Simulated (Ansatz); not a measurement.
# C$_{3}$H$_{9}$AlO$_{3}$ (SMILES CC(C)[O][Al]([OH])[OH]): what the fields show

```xyz
16

C     0.2205   -1.3938    0.8473
C    -0.2278   -0.7694   -0.4606
C     0.4858   -1.3715   -1.6535
O     0.0046    0.6216   -0.4586
Al   -0.3536    1.9059    0.5603
O     0.2064    3.4598    0.2017
O    -1.2871    1.6630    1.9491
H     0.0273   -2.4694    0.8527
H     1.2944   -1.2392    0.9881
H    -0.3118   -0.9484    1.6916
H    -1.3072   -0.9444   -0.5758
H     0.2910   -2.4443   -1.7234
H     0.1510   -0.8969   -2.5776
H     1.5646   -1.2198   -1.5617
H     0.7349    3.6437   -0.5728
H    -1.5163    2.3805    2.5375
```

Geometry: PBE0-D4/def2-TZVP.

These are results of RKS PBE0-D4/def2-TZVPP (Ansatz), not measurements.

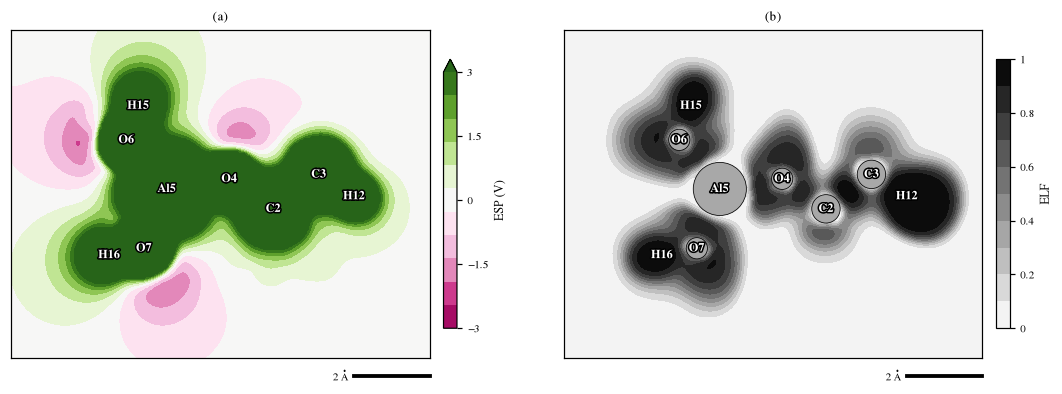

Figure 1. (a) electrostatic potential; (b) ELF on the plane of atoms C2, C3 and H12. Grey discs cover the atomic cores in the ELF map.

What does the map show?

Answer.
- The plane passes through C, O, Al and H nuclei.
- C–O (1.41 Å): the ELF peaks at about 0.90 between the atoms: a polar covalent bond.
- C–C (1.51 Å): the ELF peaks at about 0.95 between the atoms: localised, covalent bonding.
- Al–O (1.68 Å): the ELF peaks at about 0.85 in the valence shell of O, 0.6 Å from its nucleus, and is about 0.45 at the midpoint.
- O–H (0.96 Å): the ELF climbs to about 1 towards the hydrogen, as it does in any bond to H: an ordinary covalent bond to hydrogen.
- C–H (1.09 Å): the ELF climbs to about 1 towards the hydrogen; an ordinary covalent bond to hydrogen.
- The ELF also peaks beside O7, O4 and O6, away from the bonds: lone-pair regions.
- Outside the dense part of the molecule the potential is most negative (−1.9 V) near O6.

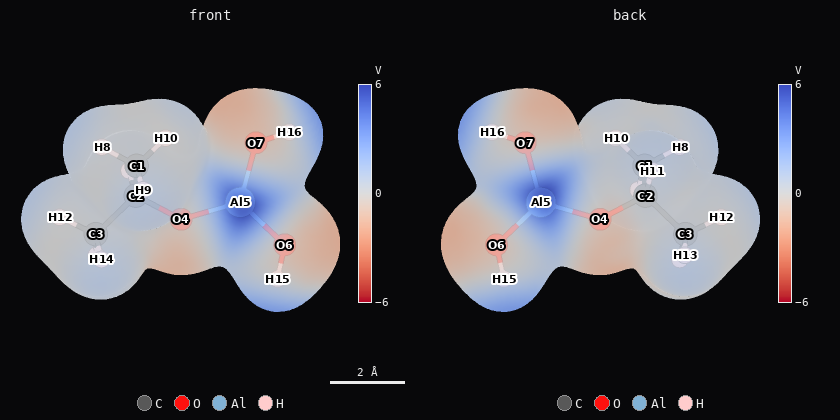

Figure 2. The electrostatic potential painted on the density surface at 0.004 e/bohr³, seen from the front and from behind; the colour scale runs from red (negative) to blue (positive).

Which sites attract a positive test charge, and which a negative one?

Answer. A positive charge is drawn to the negative regions and a negative charge to the positive ones. The most negative region (about −1.7 V, or −39 kcal/mol for a unit charge) lies over O6 and O7, the most positive (about +5.7 V, or +131 kcal/mol for a unit charge) over Al5.

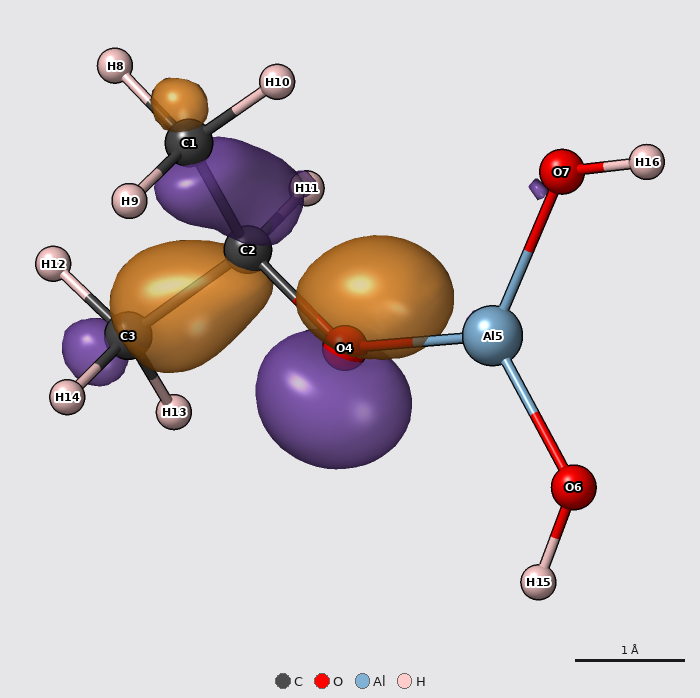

Figure 3. The HOMO−1 at ±0.2 Å⁻³ᐟ² (orange and purple are the two phases), seen at a tilt.

Describe this orbital and give its energy.

Answer. Its weight (Hirshfeld) is mainly on O4 (about 50 %), C2 (about 15 %), C3 (about 10 %), C1 (about 10 %) and Al5 (about 5 %). Its energy is −8.23 eV.

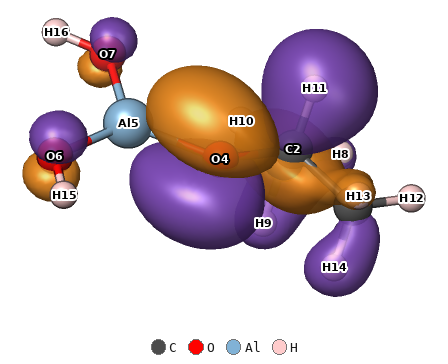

Figure 4. The HOMO at ±0.08 Å⁻³ᐟ² (orange and purple are the two phases), seen at an oblique angle.

Describe this orbital and give its energy.

Answer. Its weight (Hirshfeld) is mainly on O4 (about 50 %), C2 (about 15 %), H11 (about 10 %) and C1 (about 10 %). Its energy is −7.94 eV.
